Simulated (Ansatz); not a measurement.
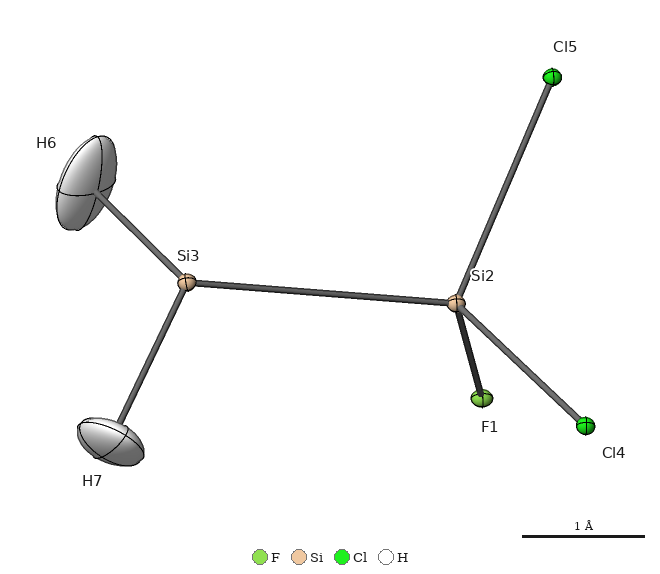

Displacement ellipsoids at the 50 % level, from the internal vibrations of the free molecule (harmonic, no overall translation or rotation; no half-axis is drawn under 0.075 Å). The species is neutral and a spin doublet. Vibrations computed with UKS PBE0-D4/def2-TZVP (Ansatz 0.2.0). Temperature: 0 K (zero-point motion alone).

Give the displacement parameters, one line for each set of equivalent atoms.

```json
{"atom": "F1", "U_eq (Å²)": "0.0025", "rms amplitudes (Å)": "0.041, 0.051, 0.057"}
{"atom": "Si2", "U_eq (Å²)": "0.0012", "rms amplitudes (Å)": "0.032, 0.035, 0.037"}
{"atom": "Si3", "U_eq (Å²)": "0.0015", "rms amplitudes (Å)": "0.030, 0.042, 0.043"}
{"atom": "Cl4, Cl5", "U_eq (Å²)": "0.0012", "rms amplitudes (Å)": "0.025, 0.035, 0.041"}
{"atom": "H6, H7", "U_eq (Å²)": "0.0451", "rms amplitudes (Å)": "0.094, 0.187, 0.302"}
```
